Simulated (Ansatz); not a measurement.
```xyz
10

B     0.0435    0.0327    0.2420
O    -0.4611   -0.8480    1.1616
H    -1.2774   -1.2586    0.8537
F     1.2383    0.6045    0.5235
Cl   -0.6808    0.3306   -1.3174
O    -0.6997    1.8093    1.9902
Al    0.9646    2.3290    2.0078
H     1.9577    1.7617    3.1044
H     1.2577    3.5931    1.1045
H    -0.9086    0.9399    2.3945
```

Not at a stationary point (largest force 1.3 eV/Å).

These are results of RKS PBE0-D4/def2-SVP (Ansatz 0.2.0), not measurements.

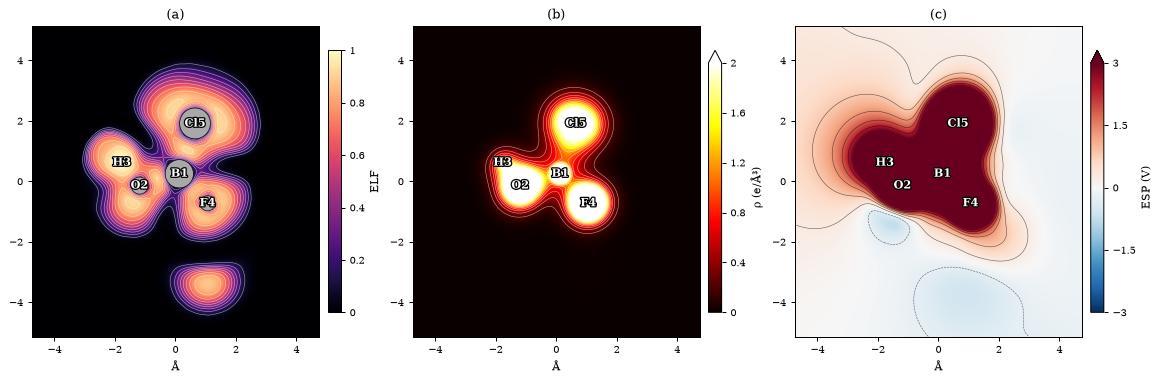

BClFHO···AlH$_{3}$O. (a) ELF; (b) electron density; (c) molecular electrostatic potential on the plane of atoms B1, O2 and H3. Grey discs cover the atomic cores in the ELF map.

Question: Interpret the plot.

Answer: The plane passes through B, O, H, F and Cl nuclei. B–F (1.35 Å): ρ at the midpoint is about 2 e/Å³; the ELF peaks at about 0.85 between the atoms: a polar covalent bond. B–O (1.37 Å): the density is about 2.1 e/Å³ at the midpoint; the ELF peaks at about 0.90 between the atoms (a polar covalent bond). B–Cl (1.75 Å): ρ is about 1.4 e/Å³ halfway; the ELF peaks at about 0.90 between the atoms; a shared but strongly polarised pair. O–H (0.96 Å): ρ is about 3.7 e/Å³ halfway; the ELF climbs to about 1 towards the hydrogen, as it does in any bond to H (a covalent bond by its length). The ELF also peaks beside F4, O2 and Cl5, away from the bonds: lone-pair regions. Outside the dense part of the complex the potential is most negative (−0.7 V) near O2.
